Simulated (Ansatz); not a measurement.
The calculation's input:

```
basis:
  gaussian: {orbitals: def2-TZVPD}
crystal:
  periodic: [false, false, false]
  atoms:
    - symbol: C
      position_ang: [0.645157, 0.056058, -1.144650]
    - symbol: Si
      position_ang: [-0.607902, 2.126602, 1.956967]
    - symbol: Sn
      position_ang: [-1.059584, 0.311371, 0.175518]
    - symbol: H
      position_ang: [0.416327, -0.697403, -1.910768]
    - symbol: H
      position_ang: [0.890414, 1.008643, -1.633249]
    - symbol: H
      position_ang: [1.508643, -0.282270, -0.552470]
    - symbol: H
      position_ang: [-1.371354, -1.213213, 0.937371]
    - symbol: H
      position_ang: [-1.791215, 2.258641, 2.861171]
    - symbol: H
      position_ang: [0.596299, 1.815885, 2.793582]
    - symbol: H
      position_ang: [-0.377541, 3.439707, 1.278615]
magnetization: {spin_polarized: true, initial_magnetization: 1}
hamiltonian: {xc: {name: PBE0}}
output: {forces: true, orbitals: {seedname: orbitals}}
```

Launched as:

```sh
ansatz run input.yaml --threads 2 --pin off --max-ram 4350MiB --events-out events.jsonl --progress --plain --runs-dir runs
```

Geometry: PBE0-D3(BJ)/def2-SVP; core potentials replace the inner electrons of Sn.

These are results of Ansatz, isolated molecule in a Gaussian basis; Kohn-Sham density functional theory, functional PBE0, not measurements.

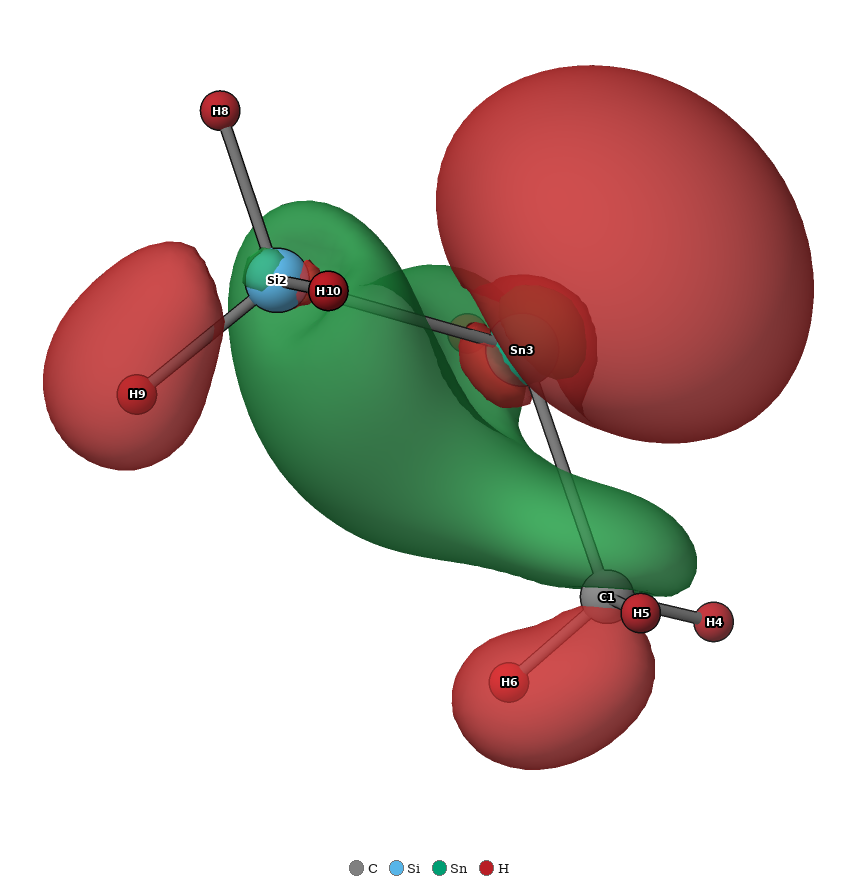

CH7SiSn (doublet). One frontier orbital at ±0.08 Å⁻³ᐟ² (green and red are the two phases), seen at an oblique angle.

### Which orbital is it: HOMO (α) or LUMO (α)?

The HOMO (α), at −5.71 eV. By Hirshfeld shares it lies mainly on Sn3 (about 70 %) and Si2 (about 10 %).
